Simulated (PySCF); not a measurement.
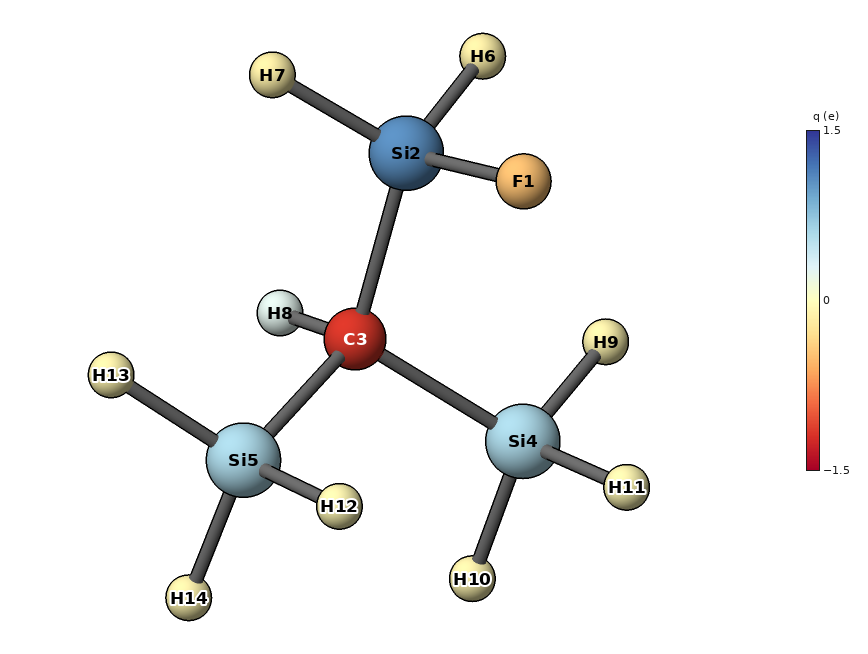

Atoms are coloured by their Mulliken charges. The geometry was computed by an optimisation with PBE0-D3(BJ)/def2-SVP. No frequency run is at hand to confirm it as a minimum. Method: PBE0/6-31G, gas phase (PySCF 2.14.0).

**Which atom carries the highest charge (most positive or least negative)?**

Si2 (1.05 e).

**And the lowest?**

C3 (−1.16 e).

Give the Mulliken charges atom by atom.

```
atom  value (e)
  F1      −0.47
 Si2       1.05
  C3      −1.16
 Si4       0.58
 Si5       0.58
  H6      −0.14
  H7      −0.14
  H8       0.25
  H9      −0.10
 H10      −0.10
 H11      −0.08
 H12      −0.08
 H13      −0.10
 H14      −0.10
```

Mulliken values depend strongly on the basis set and can even reverse the polarity of a bond.
